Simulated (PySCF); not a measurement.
**Geometry relaxation, with input and output: C$_{2}$H$_{8}$GeO$_{2}$**

- system: C$_{2}$H$_{8}$GeO$_{2}$
- method: PBE0-D3(BJ)/ma-def2-SVP geometry optimisation, gas phase (PySCF 2.14.0)

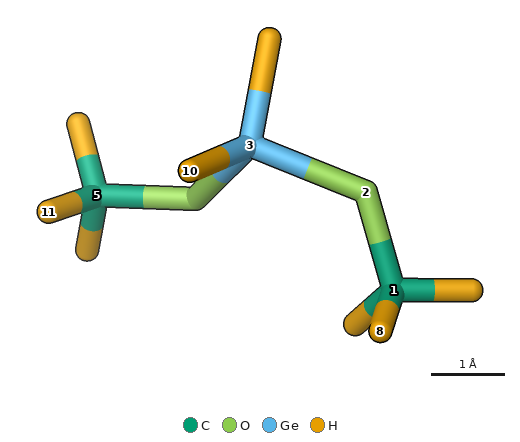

The starting structure (stick view, seen at a tilt; atoms are numbered from 1 in the order of the input). Sticks mark near contacts. Bond lengths as drawn: C–H 1.09 Å, C–O 1.41 to 1.42 Å, Ge–H 1.50 to 1.52 Å and Ge–O 1.73 to 1.76 Å.

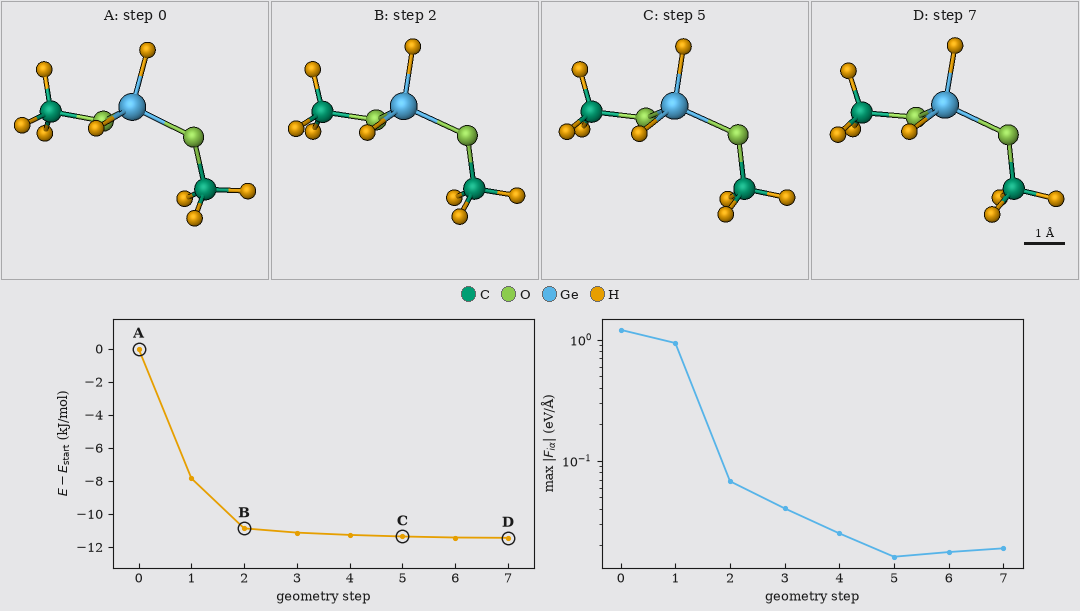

Frames of the relaxation (ball-and-stick view, seen at a tilt) above the curves, on which the letters mark them (steps are counted from 0).

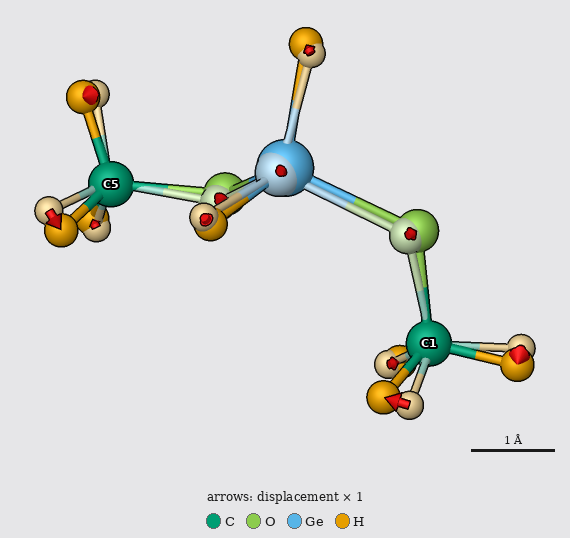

Start (faint) and end (solid) with the displacements as red arrows, at true length (ball-and-stick view, seen at a tilt). The two geometries are laid on each other by the best rigid fit. The largest moves after the best rigid fit, 0.33 Å, are those of H7 and H8. Largest moves by element: H 0.33 Å, O 0.19 Å, Ge 0.13 Å, C 0.06 Å. Among the contacts that change: O2–Ge3 1.730 → 1.769 Å, Ge3–H9 1.498 → 1.533 Å, Ge3–O4 1.759 → 1.785 Å, Ge3–H10 1.520 → 1.546 Å. Among the angles that change: C1–O2–Ge3 127.5° → 120.9°, Ge3–O4–C5 128.0° → 121.9°, O2–Ge3–H9 101.4° → 106.0°. Over 7 geometry steps the energy falls by 11.4 kJ/mol. The largest force component goes from 1.2 to 0.019 eV/Å. (Atoms are counted from 1 in the order of the input.)

The input and output of the run follow.

Input:
```
{"job": {"xc": "PBE0", "basis": "ma-def2-SVP", "d3": "d3bj", "grid": 1, "kind": "geom"}, "charge": 0, "multiplicity": 1}
C     -2.144517    -0.146383    -1.032638
O     -1.699437     0.666303     0.038326
Ge    -0.065991     1.021792     0.482172
O      0.744402    -0.538707     0.459708
C      2.125029    -0.802202     0.582638
H     -1.579872    -1.078564    -1.084017
H     -3.195673    -0.371555    -0.847137
H     -2.054912     0.378649    -1.986372
H     -0.248940     1.594334     1.854268
H      0.652355     1.943982    -0.488689
H      2.719713    -0.164115    -0.074994
H      2.462483    -0.657319     1.610703
H      2.276584    -1.845242     0.300432
```

The first line tells a small driver script what to run in PySCF; the rest is the geometry in Å.

Run as:
```bash
OMP_NUM_THREADS=1 python <driver script> task.json out
```

What the program printed:
```
step   0  E = -2307.53815369  max force = 0.023481
step   1  E = -2307.54113950  max force = 0.018272
step   2  E = -2307.54229234  max force = 0.001318
step   3  E = -2307.54239072  max force = 0.000785
step   4  E = -2307.54244338  max force = 0.000487
step   5  E = -2307.54247960  max force = 0.000312
step   6  E = -2307.54250338  max force = 0.000343
step   7  E = -2307.54251069  max force = 0.000367
optimisation converged
```

Trajectory as extended XYZ (Å, eV, eV/Å), 8 frames, from step=0 to step=7:
```
13
Properties=species:S:1:pos:R:3:forces:R:3 step=0 energy=-62791.31146
C    -2.1445   -0.1464   -1.0326    0.3633   0.5082   0.6809
O    -1.6994    0.6663    0.0383   -1.2074  -0.3795  -0.5714
Ge   -0.0660    1.0218    0.4822    0.4666   0.1943   0.0119
O     0.7444   -0.5387    0.4597    0.4594  -0.6844   0.0388
C     2.1250   -0.8022    0.5826   -0.9762   0.2334  -0.1059
H    -1.5799   -1.0786   -1.0840    0.1639  -0.3721  -0.0440
H    -3.1957   -0.3716   -0.8471   -0.3074  -0.1097  -0.0339
H    -2.0549    0.3786   -1.9864   -0.0029   0.1640  -0.3932
H    -0.2489    1.5943    1.8543    0.1108   0.2624   0.6958
H     0.6524    1.9440   -0.4887    0.2187   0.2556  -0.3527
H     2.7197   -0.1641   -0.0750    0.3126   0.2115  -0.2808
H     2.4625   -0.6573    1.6107    0.2161   0.0035   0.4092
H     2.2766   -1.8452    0.3004    0.1824  -0.2873  -0.0548
13
Properties=species:S:1:pos:R:3:forces:R:3 step=1 energy=-62791.39270
C    -2.0673   -0.1666   -1.0684   -0.2661  -0.1620  -0.2172
O    -1.8330    0.6436    0.0482    0.9396   0.2664   0.4363
Ge   -0.1334    0.9915    0.5413   -0.3847  -0.3235  -0.1308
O     0.6723   -0.6238    0.5043   -0.4158   0.5174   0.0098
C     2.0588   -0.7434    0.5919    0.2207  -0.1451   0.0469
H    -1.4531   -1.0851   -1.0688   -0.0055   0.0470   0.0226
H    -3.1293   -0.4651   -1.0385    0.0629  -0.0145  -0.0641
H    -1.8966    0.3726   -2.0208    0.0286  -0.0053   0.0317
H    -0.1978    1.5820    1.9711   -0.0229  -0.1252  -0.2395
H     0.6065    1.8921   -0.4916   -0.1262  -0.1320   0.1255
H     2.6041   -0.0649   -0.0949   -0.0530  -0.0028   0.0014
H     2.4330   -0.5622    1.6191   -0.0071   0.0128  -0.0343
H     2.3283   -1.7786    0.3205    0.0296   0.0667   0.0115
13
Properties=species:S:1:pos:R:3:forces:R:3 step=2 energy=-62791.42407
C    -2.0880   -0.1380   -1.0913   -0.0033  -0.0661   0.0027
O    -1.8012    0.5980    0.0719    0.0354   0.0132  -0.0033
Ge   -0.1332    0.9502    0.5499   -0.0294   0.0466   0.0148
O     0.6868   -0.6342    0.5314    0.0074  -0.0012  -0.0064
C     2.0799   -0.7434    0.6085    0.0613  -0.0353   0.0198
H    -1.5128   -1.0804   -1.1362   -0.0212   0.0322  -0.0078
H    -3.1600   -0.3916   -1.0766    0.0243   0.0206  -0.0060
H    -1.8876    0.4403   -2.0139    0.0153   0.0109   0.0407
H    -0.2104    1.5343    1.9695   -0.0096  -0.0223  -0.0677
H     0.5868    1.8491   -0.4839   -0.0248  -0.0213   0.0247
H     2.6066   -0.0623   -0.0901   -0.0366  -0.0140   0.0148
H     2.4596   -0.5460    1.6302   -0.0128   0.0083  -0.0306
H     2.3630   -1.7753    0.3435   -0.0059   0.0284   0.0044
13
Properties=species:S:1:pos:R:3:forces:R:3 step=3 energy=-62791.42675
C    -2.0792   -0.1323   -1.1111   -0.0199  -0.0124   0.0271
O    -1.8093    0.5606    0.0825   -0.0251  -0.0107  -0.0404
Ge   -0.1484    0.9279    0.5620    0.0250  -0.0198   0.0112
O     0.6909   -0.6478    0.5498    0.0133   0.0116   0.0036
C     2.0868   -0.7357    0.6218   -0.0164  -0.0053  -0.0003
H    -1.5230   -1.0836   -1.1711    0.0006  -0.0076  -0.0050
H    -3.1558   -0.3608   -1.1331   -0.0004   0.0052  -0.0125
H    -1.8402    0.4719   -2.0064    0.0109   0.0095   0.0041
H    -0.2394    1.5119    1.9745    0.0000   0.0134   0.0271
H     0.5600    1.8283   -0.4730    0.0062   0.0144  -0.0150
H     2.5957   -0.0549   -0.0885   -0.0014  -0.0006  -0.0029
H     2.4676   -0.5181    1.6377    0.0032   0.0065   0.0023
H     2.3836   -1.7653    0.3678    0.0039  -0.0042   0.0007
13
Properties=species:S:1:pos:R:3:forces:R:3 step=4 energy=-62791.42818
C    -2.0712   -0.1334   -1.1345   -0.0005   0.0136   0.0150
O    -1.8173    0.5263    0.0807   -0.0121  -0.0085  -0.0179
Ge   -0.1632    0.9100    0.5728    0.0011   0.0106   0.0008
O     0.6953   -0.6538    0.5711    0.0225  -0.0227   0.0040
C     2.0924   -0.7252    0.6392   -0.0242   0.0112  -0.0080
H    -1.5370   -1.0967   -1.2019    0.0021  -0.0135   0.0008
H    -3.1519   -0.3326   -1.1932   -0.0101  -0.0008  -0.0064
H    -1.7907    0.4850   -2.0079    0.0048  -0.0015  -0.0105
H    -0.2696    1.4957    1.9836   -0.0023   0.0106   0.0251
H     0.5373    1.8173   -0.4627    0.0062   0.0072  -0.0063
H     2.5890   -0.0505   -0.0850    0.0091   0.0012  -0.0065
H     2.4752   -0.4849    1.6491    0.0034   0.0029   0.0084
H     2.4004   -1.7552    0.4012    0.0001  -0.0104   0.0015
13
Properties=species:S:1:pos:R:3:forces:R:3 step=5 energy=-62791.42917
C    -2.0581   -0.1429   -1.1573    0.0070   0.0161  -0.0028
O    -1.8241    0.5019    0.0695   -0.0091  -0.0055  -0.0026
Ge   -0.1796    0.9013    0.5820    0.0118  -0.0069   0.0028
O     0.6961   -0.6543    0.5920   -0.0100   0.0075   0.0016
C     2.0935   -0.7110    0.6558   -0.0052   0.0050  -0.0049
H    -1.5473   -1.1198   -1.2159   -0.0013  -0.0047   0.0073
H    -3.1415   -0.3121   -1.2520   -0.0049  -0.0019   0.0015
H    -1.7339    0.4733   -2.0174    0.0018  -0.0077  -0.0104
H    -0.3062    1.4872    1.9922   -0.0046  -0.0002   0.0043
H     0.5201    1.8151   -0.4491    0.0064   0.0009   0.0012
H     2.5811   -0.0479   -0.0852    0.0066   0.0004  -0.0046
H     2.4789   -0.4454    1.6586    0.0017   0.0006   0.0040
H     2.4100   -1.7434    0.4390   -0.0003  -0.0037   0.0027
13
Properties=species:S:1:pos:R:3:forces:R:3 step=6 energy=-62791.42982
C    -2.0375   -0.1620   -1.1799    0.0042   0.0129  -0.0165
O    -1.8305    0.4895    0.0478    0.0176   0.0077   0.0157
Ge   -0.1971    0.9024    0.5883   -0.0167   0.0061  -0.0042
O     0.6902   -0.6455    0.6140   -0.0028  -0.0064   0.0012
C     2.0880   -0.6935    0.6732    0.0049   0.0021  -0.0015
H    -1.5517   -1.1530   -1.2100   -0.0024   0.0018   0.0097
H    -3.1212   -0.3024   -1.3129    0.0002  -0.0036   0.0042
H    -1.6654    0.4347   -2.0346   -0.0001  -0.0099  -0.0068
H    -0.3514    1.4881    1.9966   -0.0064  -0.0048  -0.0084
H     0.5110    1.8216   -0.4328    0.0030  -0.0045   0.0058
H     2.5692   -0.0480   -0.0874    0.0008  -0.0013  -0.0004
H     2.4771   -0.3998    1.6669   -0.0008  -0.0010  -0.0006
H     2.4084   -1.7299    0.4827   -0.0014   0.0007   0.0018
13
Properties=species:S:1:pos:R:3:forces:R:3 step=7 energy=-62791.43002
C    -2.0109   -0.1886   -1.2040    0.0131   0.0067  -0.0174
O    -1.8331    0.4949    0.0106    0.0069   0.0080   0.0143
Ge   -0.2145    0.9145    0.5886   -0.0007  -0.0052  -0.0042
O     0.6778   -0.6308    0.6399   -0.0189   0.0126   0.0018
C     2.0757   -0.6753    0.6957    0.0142  -0.0022   0.0002
H    -1.5532   -1.1932   -1.1831   -0.0031   0.0060   0.0063
H    -3.0922   -0.3026   -1.3765    0.0014  -0.0017   0.0073
H    -1.5877    0.3685   -2.0620   -0.0028  -0.0077  -0.0007
H    -0.4063    1.5030    1.9914   -0.0041  -0.0061  -0.0166
H     0.5159    1.8338   -0.4172   -0.0003  -0.0104   0.0089
H     2.5535   -0.0527   -0.0859   -0.0025  -0.0016   0.0034
H     2.4686   -0.3517    1.6787   -0.0026  -0.0018  -0.0032
H     2.3962   -1.7170    0.5358   -0.0007   0.0035   0.0000
```

Summary:

```csv
quantity,value
outcome,converged
total energy,−2307.542511 hartree
dipole moment,2.02 D
point group,C1
hardware,"1 CPU thread, shared host"
wall time,70 s
peak memory,0.56 GiB
```
